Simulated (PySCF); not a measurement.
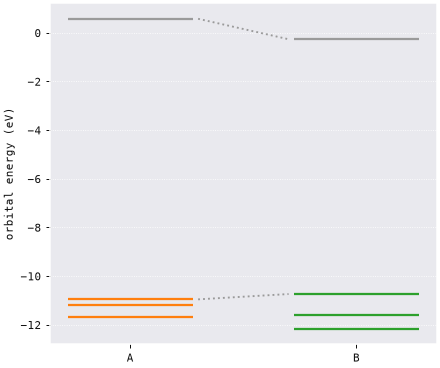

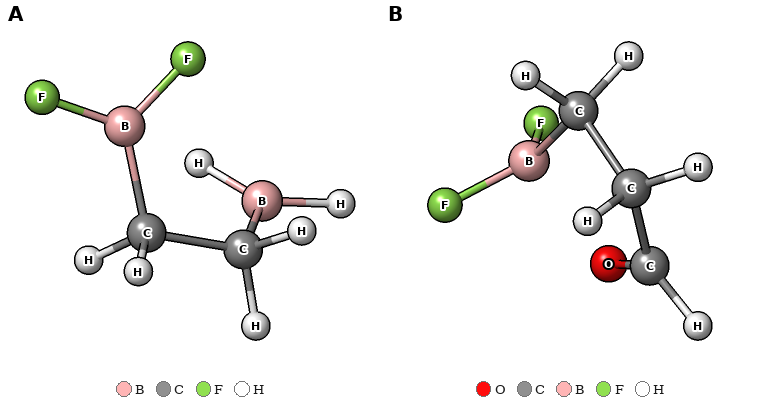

Related molecules: A is C₂H₆B₂F₂, SMILES BCCB(F)F; B is C₃H₅BF₂O, SMILES O=CCCB(F)F. Frontier orbital energies, ωB97X-D/def2-SVPD, PySCF 2.14.0, at a PBE0-D3(BJ)/def2-SVP geometry (no frequency check); drawn are at most three filled levels and, in grey, the LUMO with any level within 0.03 eV of it; dotted lines join the HOMOs and the LUMOs.

Q: What does the change do to the frontier levels?

A: From A to B the HOMO rises by 0.22 eV and the LUMO falls by 0.84 eV, so the separation goes from 11.53 to 10.47 eV.

Q: Does the ΔSCF ionisation energy follow the HOMO?

A: A: −ε(HOMO) 10.96, ΔSCF 11.37 eV; B: −ε(HOMO) 10.74, ΔSCF 11.12 eV.

Caveats, for all or some of the runs: empty levels above zero depend strongly on the basis; one conformer of a flexible molecule.
